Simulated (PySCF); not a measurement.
## Electronic structure of C4H2Cl2F4 (SMILES C=C(C(F)(F)F)C(F)(Cl)Cl) in real space

```xyz
12

C    -0.5539    1.3606   -0.5423
C    -0.1012    0.2147   -0.0591
C    -1.0069   -0.9924    0.0900
F    -1.2991   -1.2408    1.3724
F    -2.1751   -0.8120   -0.5375
F    -0.4672   -2.1046   -0.4150
C     1.3268   -0.0197    0.3480
F     1.4313   -0.9905    1.2729
Cl    2.2637   -0.5439   -1.0913
Cl    2.0705    1.4429    1.0261
H    -1.5787    1.4685   -0.8541
H     0.0912    2.2165   -0.6362
```

Geometry: GFN2-xTB.

Method: PySCF, CAM-B3LYP/def2-SVPD, SCF density, gas phase.

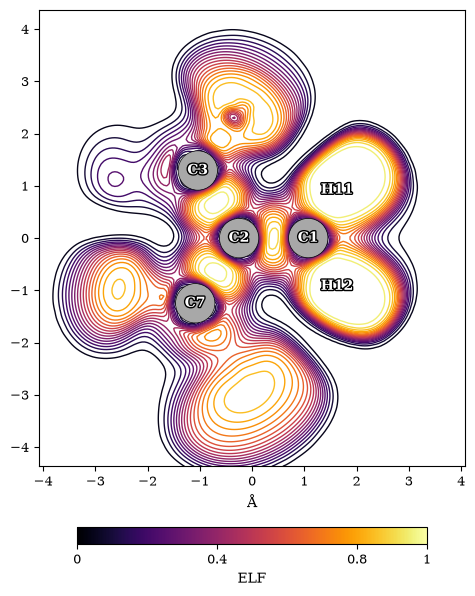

Figure 1. Electron localisation function on the plane of atoms C3, C2 and C7. Grey discs cover the atomic cores.

Q: Describe what can be read from this map.

A: The plane passes through C and H nuclei. C–C (1.32 Å): the ELF peaks at about 0.95 between the atoms (a short, multiple covalent bond). C–H (1.08 Å): the ELF climbs to about 1 towards the hydrogen, as it does in any bond to H; an ordinary covalent bond to hydrogen. C–C (1.50 Å): the ELF peaks at about 1 between the atoms: localised, covalent bonding. The ELF also peaks beside Cl10, F8 and F5, away from the bonds: lone-pair regions.

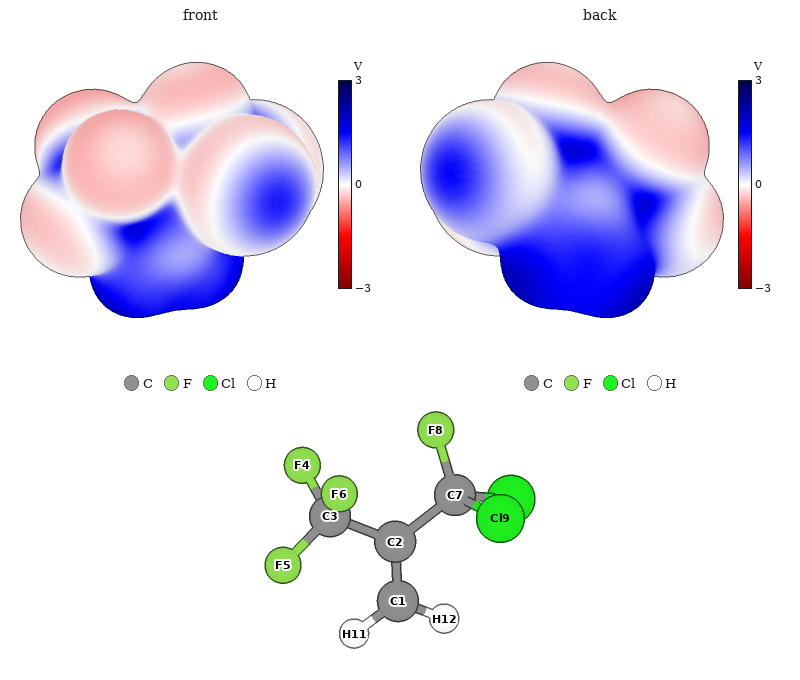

Figure 2. The molecular electrostatic potential painted on the density surface at 0.004 e/bohr³, seen from the front and from behind; the colour scale runs from red (negative) to blue (positive). The bare structure is drawn below in the same view.

Q: Which sites attract a positive test charge, and which a negative one?

A: A positive charge is drawn to the negative regions and a negative charge to the positive ones. The most negative region (about −0.5 V) lies over F4 and F6, the most positive (about +2.0 V) over H11 and H12. Cl9 shows a σ-hole: about +1.3 V at the tip opposite its bond, against about −0.1 V on its flanks. Cl10 shows a σ-hole: about +1.5 V at the tip opposite its bond, against about +0.4 V on its flanks.
